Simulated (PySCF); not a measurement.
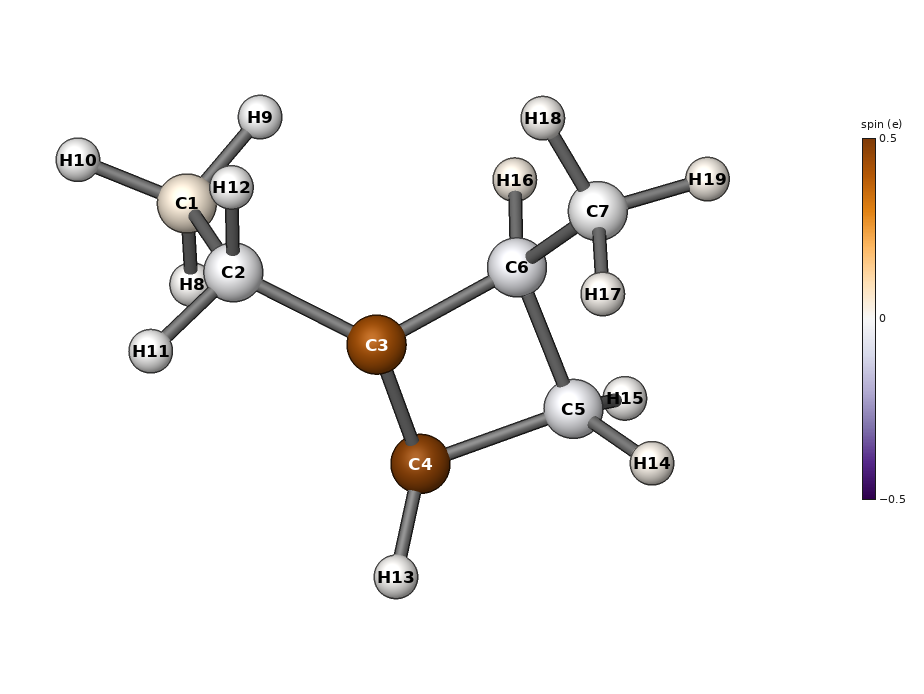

Atoms are coloured by their Mulliken spin populations. The species has charge −1 and is a spin doublet. Computed geometry: GFN2-xTB optimisation. No frequency run is at hand to confirm it as a minimum. Properties computed with UKS B3LYP, pcH-1 on C H, non-relativistic (PySCF 2.14.0).

Which atom carries the largest spin population?

C4 (0.47 e).

Which atom has the lowest spin population?

C6 (−0.03 e); a negative value comes from spin polarisation.

List the Mulliken spin populations.

| atom | value (e) |
| --- | --- |
| C1 | 0.05 |
| C2 | −0.01 |
| C3 | 0.43 |
| C4 | 0.47 |
| C5 | −0.02 |
| C6 | −0.03 |
| C7 | 0.00 |
| H8 | 0.00 |
| H9 | 0.00 |
| H10 | 0.00 |
| H11 | 0.00 |
| H12 | 0.00 |
| H13 | 0.01 |
| H14 | 0.02 |
| H15 | 0.01 |
| H16 | 0.03 |
| H17 | 0.02 |
| H18 | 0.01 |
| H19 | 0.02 |

Mulliken values depend strongly on the basis set.
